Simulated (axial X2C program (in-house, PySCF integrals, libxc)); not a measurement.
**HGaF: bond lengths and stretches, held linear**

How do method and spin–orbit coupling move the bonds and stretches of HGaF, held linear?

The runs use an in-house X2C program for linear molecules on PySCF integrals; all-electron X2C, two-component (2c) or spin-free, H dyall-v3z, Ga dyall-v3z, F dyall-av3z.

All values are calculated.

2 further runs of the same task are left out: 2 set aside as unsound or not needed.

## Step 1: Input

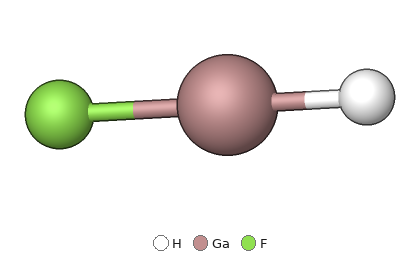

The atoms on one line, bonds 1.560 and 1.880 Å (hydrogen white, gallium pink, fluorine green).

Input file task.json:

```json
{"zs": [1, 31, 9], "q": 0, "bas": ["dyall-v3z", "dyall-v3z", "dyall-av3z"], "r0": [1.56, 1.88], "symm": 0, "scan": ["PBE0", "HF", "B3LYP"], "levels": ["PBE0", "HF", "TPSSh"], "nst": 2}
```

Keys: zs atomic numbers; q charge; bas basis sets; r0 starting distance in Å; symm equal bonds; scan levels of the two-bond scan; levels methods; nst determinants followed.

Command:

```bash
$ python solin.py task.json out
```

Masses H 1.008, Ga 68.926, F 18.998 u.

## Step 2: Scan at PBE0, 2c

State: Ω = 1/2 (beyond evenly filled blocks: ω = 1/2). Energies above the lowest point, from the job's result record:

```csv
r(H–Ga) (Å),r(Ga–F) (Å),E (meV)
1.8252,1.7599,22.35
1.8252,1.8050,3.25
1.8252,1.8501,19.91
1.8720,1.7599,17.23
1.8720,1.8050,0.00
1.8720,1.8501,18.67
1.8720,1.8953,65.22
1.9188,1.7599,16.95
1.9188,1.8050,1.49
1.9188,1.8501,22.06
1.9656,1.8050,6.30
1.9656,1.8953,79.05
```

A quadratic surface with cubic terms in each bond gives the minimum at 1.879 and 1.802 Å, force constants 0.329, 2.87 and coupling 0.14 mdyn/Å.

## Step 3: Scan at B3LYP, 2c

State: Ω = 1/2 (beyond evenly filled blocks: ω = 1/2). Energies above the lowest point, from the job's result record:

```csv
r(H–Ga) (Å),r(Ga–F) (Å),E (meV)
1.8252,1.7599,41.42
1.8252,1.8050,8.41
1.8252,1.8501,12.02
1.8720,1.7599,32.91
1.8720,1.8050,1.71
1.8720,1.8501,7.27
1.8720,1.8953,41.47
1.9188,1.7599,29.47
1.9188,1.8050,0.00
1.9188,1.8501,7.41
1.9656,1.8050,1.93
1.9656,1.8953,49.03
```

A quadratic surface with cubic terms in each bond gives the minimum at 1.908 and 1.818 Å, force constants 0.284, 2.71 and coupling 0.14 mdyn/Å.

## Step 4: Scan at PBE0, spin-free

State: M_S = 1/2, Λ = 0 (beyond evenly filled blocks: σα). Energies above the lowest point, from the job's result record:

```csv
r(H–Ga) (Å),r(Ga–F) (Å),E (meV)
1.8252,1.7599,21.87
1.8252,1.8050,3.15
1.8252,1.8501,20.12
1.8720,1.7599,16.85
1.8720,1.8050,0.00
1.8720,1.8501,18.98
1.8720,1.8953,65.79
1.9188,1.7599,16.65
1.9188,1.8050,1.57
1.9188,1.8501,22.45
1.9656,1.8050,6.44
1.9656,1.8953,79.76
```

A quadratic surface with cubic terms in each bond gives the minimum at 1.878 and 1.802 Å, force constants 0.33, 2.87 and coupling 0.14 mdyn/Å.

## Step 5: The levels side by side

| level | r(H–Ga) (Å) | r(Ga–F) (Å) | lower stretch (cm⁻¹) | upper stretch (cm⁻¹) |
| --- | --- | --- | --- | --- |
| PBE0, 2c | 1.879 | 1.802 | 563.4 | 751.8 |
| B3LYP, 2c | 1.908 | 1.818 | 545.5 | 700.4 |
| PBE0, spin-free | 1.878 | 1.802 | 563.4 | 752.3 |
| B3LYP, spin-free | 1.907 | 1.817 | 545.5 | 701.0 |

Scans not shown above were run alike.

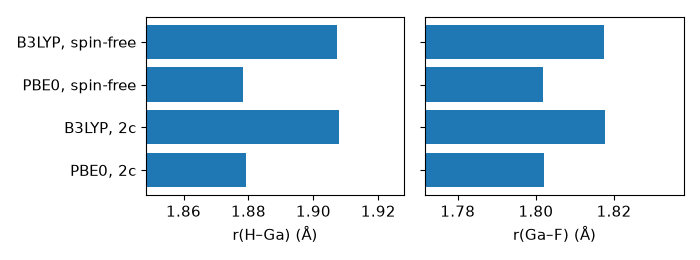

The two bond lengths by level.

In words: Over the levels the H–Ga bond spans 1.878 to 1.908 Å and the Ga–F bond 1.802 to 1.818 Å. At PBE0 spin–orbit coupling leaves both bonds unchanged to 0.001 Å. Each state is one determinant, the lowest of a limited PBE0 search; the stretches come from a fit to few points and are good to some per cent at best. The molecule was held linear; bending was not examined, so a bent shape may lie lower.
